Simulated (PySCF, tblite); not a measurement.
# C4H6OSSi: dynamics, then NMR shifts on frames, part 2 of 2

tblite 0.8.0 and PySCF 2.14.0. Atoms count from 0. Earlier steps stand in the parts before.

## (5) NMR shieldings: 625 fs, PBE0/pcSseg-1

Job settings and geometry (Å):

```
{"job": {"kind": "nmr", "xc": "PBE0", "basis": "pcSseg-1", "pop": false}, "charge": 0, "multiplicity": 1}
Si     1.839900    -1.042100     1.289700
O      0.675200    -0.673500     0.106100
C     -0.637700    -0.333400     0.105900
C     -1.460300    -0.409600    -1.020400
C     -2.695700     0.183600    -0.800900
C     -2.893300     0.487700     0.572900
S     -1.554400     0.093200     1.507300
H      1.373000    -0.738500     2.575100
H      2.179600    -2.417400     0.940900
H      3.008000    -0.157700     1.002700
H     -1.074100    -0.446900    -2.046500
H     -3.519800     0.295200    -1.485000
H     -3.666600     1.001600     1.054300
```

With the program's defaults for keys left out, this is: GIAO PBE0/pcSseg-1 NMR shielding, non-relativistic, gas phase.

Standard output:

```text
coarse grid: 12400 points
cycle   1  E = -918.1987096589  dE =  1.188e+00  |g| = 6.531e-01  |ddm| = 3.574e+00
cycle   2  E = -918.0773395307  dE =  1.214e-01  |g| = 1.016e+00  |ddm| = 1.370e+00
cycle   3  E = -918.2814953294  dE = -2.042e-01  |g| = 8.195e-02  |ddm| = 9.550e-01
cycle   4  E = -918.2826235737  dE = -1.128e-03  |g| = 4.595e-02  |ddm| = 1.344e-01
cycle   5  E = -918.2830699250  dE = -4.464e-04  |g| = 2.052e-02  |ddm| = 5.842e-02
cycle   6  E = -918.2831791047  dE = -1.092e-04  |g| = 3.622e-03  |ddm| = 2.281e-02
cycle   7  E = -918.2831819442  dE = -2.840e-06  |g| = 1.359e-03  |ddm| = 4.713e-03
final grid: 111944 points
cycle   8  E = -918.3367695827  dE = -1.671e-05  |g| = 1.031e-02  |ddm| = 2.646e-02
cycle   9  E = -918.3367404068  dE =  2.918e-05  |g| = 1.534e-02  |ddm| = 2.253e-02
cycle  10  E = -918.3367919649  dE = -5.156e-05  |g| = 1.312e-03  |ddm| = 1.491e-02
cycle  11  E = -918.3367923482  dE = -3.833e-07  |g| = 3.764e-04  |ddm| = 1.515e-03
cycle  12  E = -918.3367923809  dE = -3.277e-08  |g| = 7.206e-05  |ddm| = 3.663e-04
cycle  13  E = -918.3367923817  dE = -7.481e-10  |g| = 4.489e-05  |ddm| = 1.063e-04
cycle  14  E = -918.3367923822  dE = -5.380e-10  |g| = 9.740e-06  |ddm| = 5.188e-05
converged SCF energy = -918.3367923822

GIAO shielding tensors (ppm)
atom      isotropic    diamagn.    paramagn.     s11        s22        s33       span
  0 Si     374.022     879.329    -505.307    329.794    336.588    455.684    125.891
  1 O      240.930     399.974    -159.044    132.256    266.948    323.586    191.330
  2 C        8.891     251.087    -242.196    -61.946     20.724     67.895    129.841
  3 C       71.479     251.436    -179.957      7.462     54.450    152.525    145.063
  4 C       48.871     253.577    -204.706    -46.886     36.742    156.757    203.643
  5 C       69.188     264.000    -194.812    -26.591     85.676    148.478    175.068
  6 S      323.727    1057.567    -733.840    175.162    298.714    497.304    322.142
  7 H       26.853      30.054      -3.201     22.713     26.894     30.953      8.240
  8 H       26.405      28.582      -2.177     22.637     24.828     31.749      9.111
  9 H       26.186      28.828      -2.641     23.031     24.546     30.981      7.949
 10 H       24.731      30.515      -5.784     21.282     24.975     27.935      6.652
 11 H       24.305      29.191      -4.885     21.842     23.401     27.672      5.830
 12 H       25.731      31.581      -5.850     22.298     26.454     28.442      6.143
```

Wall time 13 s (1 thread of Intel Xeon 6975P-C, shared host); peak memory 0.79 GiB.

This run: δ C2 178.0, C4 138.1, C5 117.7, C3 115.4, H11 7.41, H10 6.99 ppm.

## (6) NMR shieldings: 800 fs, PBE0/pcSseg-1

Job settings and geometry (Å):

```
{"job": {"kind": "nmr", "xc": "PBE0", "basis": "pcSseg-1", "pop": false}, "charge": 0, "multiplicity": 1}
Si     1.506600    -1.458900     1.274900
O      0.485500    -0.773600     0.200800
C     -0.610600    -0.175600    -0.116500
C     -1.186400    -0.045300    -1.359000
C     -2.525400     0.456000    -1.252500
C     -2.952700     0.699000     0.042600
S     -1.718700     0.254800     1.147300
H      1.371900    -1.172500     2.777300
H      1.331700    -2.856100     0.880900
H      2.809400    -1.054400     0.903600
H     -0.583600    -0.080400    -2.316900
H     -3.167400     0.641700    -2.041300
H     -3.850500     1.163800     0.420200
```

Method: GIAO PBE0/pcSseg-1 NMR shielding, non-relativistic, gas phase.

Standard output:

```text
coarse grid: 12400 points
cycle   1  E = -918.2081305531  dE =  1.276e+00  |g| = 6.267e-01  |ddm| = 3.571e+00
cycle   2  E = -918.1283587145  dE =  7.977e-02  |g| = 8.953e-01  |ddm| = 1.140e+00
cycle   3  E = -918.2812573813  dE = -1.529e-01  |g| = 8.206e-02  |ddm| = 7.753e-01
cycle   4  E = -918.2823692080  dE = -1.112e-03  |g| = 4.762e-02  |ddm| = 1.351e-01
cycle   5  E = -918.2829023108  dE = -5.331e-04  |g| = 1.766e-02  |ddm| = 5.900e-02
cycle   6  E = -918.2829824749  dE = -8.016e-05  |g| = 2.983e-03  |ddm| = 1.953e-02
cycle   7  E = -918.2829841226  dE = -1.648e-06  |g| = 1.248e-03  |ddm| = 3.723e-03
final grid: 111944 points
cycle   8  E = -918.3362986003  dE = -1.545e-05  |g| = 8.824e-03  |ddm| = 2.609e-02
cycle   9  E = -918.3362797961  dE =  1.880e-05  |g| = 1.271e-02  |ddm| = 1.754e-02
cycle  10  E = -918.3363143443  dE = -3.455e-05  |g| = 1.292e-03  |ddm| = 1.195e-02
cycle  11  E = -918.3363147441  dE = -3.997e-07  |g| = 3.790e-04  |ddm| = 1.591e-03
cycle  12  E = -918.3363147777  dE = -3.370e-08  |g| = 6.974e-05  |ddm| = 3.850e-04
cycle  13  E = -918.3363147783  dE = -5.984e-10  |g| = 5.080e-05  |ddm| = 1.078e-04
cycle  14  E = -918.3363147790  dE = -6.833e-10  |g| = 7.141e-06  |ddm| = 5.175e-05
converged SCF energy = -918.3363147790

GIAO shielding tensors (ppm)
atom      isotropic    diamagn.    paramagn.     s11        s22        s33       span
  0 Si     391.321     879.300    -487.978    343.311    364.379    466.273    122.963
  1 O      251.014     399.463    -148.448    140.739    275.419    336.885    196.146
  2 C       20.912     250.106    -229.194    -51.824     34.361     80.199    132.023
  3 C       74.964     252.248    -177.284     11.281     65.359    148.252    136.971
  4 C       51.422     251.070    -199.647    -35.080     37.780    151.567    186.646
  5 C       67.628     264.648    -197.021    -27.699     84.855    145.727    173.426
  6 S      297.137    1057.483    -760.346    158.298    323.066    410.048    251.750
  7 H       25.425      27.540      -2.115     22.088     24.575     29.613      7.525
  8 H       26.383      28.576      -2.193     22.620     24.706     31.822      9.203
  9 H       27.021      30.022      -3.001     23.459     25.384     32.221      8.761
 10 H       24.297      29.415      -5.117     21.113     23.805     27.974      6.861
 11 H       25.470      30.344      -4.874     22.949     24.486     28.974      6.026
 12 H       24.995      30.638      -5.643     22.134     25.091     27.762      5.628
```

Wall time 13 s (1 thread of Intel Xeon 6975P-C, shared host); peak memory 0.79 GiB.

In short: δ C2 166.0, C4 135.5, C5 119.3, C3 112.0, H10 7.42, H12 6.72 ppm.

## (7) Shielding tensors: 1000 fs, PBE0/pcSseg-1

Job settings and geometry (Å):

```
{"job": {"kind": "nmr", "xc": "PBE0", "basis": "pcSseg-1", "pop": false}, "charge": 0, "multiplicity": 1}
Si     1.396600    -1.397500     1.246200
O      0.428800    -0.955000    -0.058000
C     -0.816400    -0.541700    -0.156500
C     -1.743700    -0.802800    -1.115200
C     -2.968100    -0.113300    -0.828200
C     -2.992300     0.617200     0.301700
S     -1.404500     0.494900     1.110700
H      1.995700    -0.108600     1.735200
H      0.744500    -2.362000     2.283300
H      2.498900    -2.041400     0.530300
H     -1.543200    -1.318000    -1.998200
H     -3.879200    -0.044600    -1.523900
H     -3.701500     1.321200     0.779500
```

Level: GIAO PBE0/pcSseg-1 NMR shielding, non-relativistic, gas phase.

Standard output:

```text
coarse grid: 12400 points
cycle   1  E = -918.2123354881  dE =  1.136e+00  |g| = 6.344e-01  |ddm| = 3.568e+00
cycle   2  E = -918.1184474781  dE =  9.389e-02  |g| = 9.413e-01  |ddm| = 1.282e+00
cycle   3  E = -918.2884710600  dE = -1.700e-01  |g| = 8.872e-02  |ddm| = 8.858e-01
cycle   4  E = -918.2898281598  dE = -1.357e-03  |g| = 4.634e-02  |ddm| = 1.350e-01
cycle   5  E = -918.2902951900  dE = -4.670e-04  |g| = 1.879e-02  |ddm| = 5.780e-02
cycle   6  E = -918.2903886354  dE = -9.345e-05  |g| = 3.186e-03  |ddm| = 2.156e-02
cycle   7  E = -918.2903907156  dE = -2.080e-06  |g| = 9.234e-04  |ddm| = 3.622e-03
final grid: 111944 points
cycle   8  E = -918.3441455134  dE = -1.378e-05  |g| = 8.855e-03  |ddm| = 2.560e-02
cycle   9  E = -918.3441228476  dE =  2.267e-05  |g| = 1.344e-02  |ddm| = 1.849e-02
cycle  10  E = -918.3441610833  dE = -3.824e-05  |g| = 1.290e-03  |ddm| = 1.280e-02
cycle  11  E = -918.3441614791  dE = -3.959e-07  |g| = 3.670e-04  |ddm| = 1.548e-03
cycle  12  E = -918.3441615111  dE = -3.200e-08  |g| = 7.164e-05  |ddm| = 3.877e-04
cycle  13  E = -918.3441615119  dE = -7.894e-10  |g| = 4.705e-05  |ddm| = 1.036e-04
cycle  14  E = -918.3441615125  dE = -5.675e-10  |g| = 7.298e-06  |ddm| = 4.565e-05
converged SCF energy = -918.3441615125

GIAO shielding tensors (ppm)
atom      isotropic    diamagn.    paramagn.     s11        s22        s33       span
  0 Si     382.174     878.511    -496.337    334.415    354.500    457.607    123.193
  1 O      237.385     399.244    -161.859    132.000    227.332    352.822    220.822
  2 C       14.557     251.746    -237.189    -57.387     22.592     78.466    135.852
  3 C       80.284     250.972    -170.688     15.170     76.383    149.299    134.129
  4 C       54.066     253.623    -199.558    -27.993     46.325    143.865    171.858
  5 C       60.404     265.004    -204.600    -22.548     73.554    130.205    152.753
  6 S      281.245    1058.424    -777.179    124.126    339.423    380.186    256.060
  7 H       25.757      28.806      -3.050     22.383     24.525     30.362      7.979
  8 H       25.361      26.610      -1.249     22.697     23.720     29.666      6.969
  9 H       26.496      28.921      -2.426     22.837     25.103     31.547      8.710
 10 H       26.030      32.071      -6.041     22.961     25.248     29.882      6.921
 11 H       23.878      26.029      -2.151     20.497     22.946     28.192      7.695
 12 H       24.461      30.151      -5.690     21.436     23.892     28.055      6.619
```

Run time: 13 s. Hardware: 1 thread of Intel Xeon 6975P-C, shared host; peak memory 0.79 GiB.

Key values: δ C2 172.4, C4 132.9, C5 126.5, C3 106.6, H11 7.84, H12 7.26 ppm.

## (8) Comparing the runs: NMR shifts

Shifts (ppm) of some atoms, chosen among heavy atoms and hydrogens apart, with basis size and wall time:

```tsv
frame	C2	C3	H11	H10	Si0	O1	S6	functions	time
250 fs	177.7	105.2	7.78	5.17	-36.9	102.3	213	163	16 s
425 fs	169.4	121.5	7.30	6.12	-35.6	85.8	205	163	13 s
625 fs	178.0	115.4	7.41	6.99	-24.9	95.1	180	163	13 s
800 fs	166.0	112.0	6.25	7.42	-42.2	85.1	207	163	13 s
1000 fs	172.4	106.6	7.84	5.69	-33.0	98.7	222	163	13 s
```

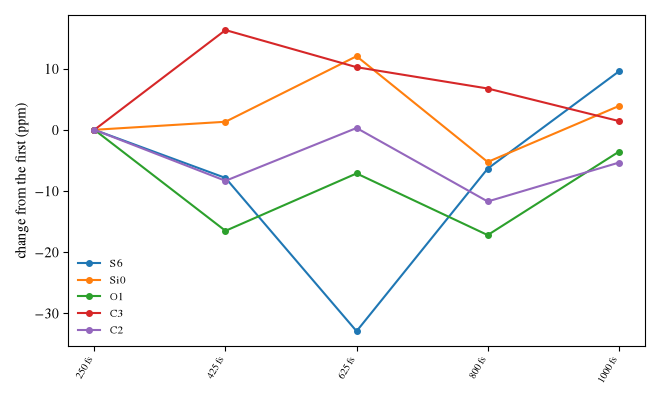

How five of the tabulated atoms move from run to run.

## (9) Results

This closing draws on all 2 parts.

```
                                       quantity                                   value
                                     thermostat                                   400 K
                  mean temperature, second half                                   369 K
        mean potential energy above the minimum                                 0.54 eV
 13C shifts against TMS (PBE0/pcSseg-1, 250 fs)          177.7, 128.7, 122.4, 105.2 ppm
  1H shifts against TMS (PBE0/pcSseg-1, 250 fs)  7.78, 6.31, 5.36, 5.22, 5.17, 4.85 ppm
29Si shifts against TMS (PBE0/pcSseg-1, 250 fs)                               -36.9 ppm
 17O shifts against H2O (PBE0/pcSseg-1, 250 fs)                               102.3 ppm
 33S shifts against CS2 (PBE0/pcSseg-1, 250 fs)                                 213 ppm
          surface potential, least and greatest                      -0.86 V and 1.67 V
                       range of the shift of S6                          180 to 222 ppm
```

What this shows: In the second half the potential energy averages 0.54 eV above the minimum; equipartition over 33 harmonic modes at 400 K would give 0.57 eV. With 13 atoms the temperature swings widely (153 to 460 K). Shifts at one fixed geometry are not the observed spectrum, which averages over the motion. In the first frame run (250 fs): The largest span, 292 ppm, is at S6, where the paramagnetic term is -767 ppm. NICS(1)zz of -18 ppm above the planar ring from C2 marks a diatropic (aromatic) ring current. At PBE0/pcSseg-1, counted by nearest atom on the grid, the HOMO lies on C2, C5 about 23 % each; C3 16 %, the LUMO on S6 23 %; Si0 11 %. Across the 5 runs the shift of S6 moves most, between 180 (625 fs) and 222 ppm (1000 fs).
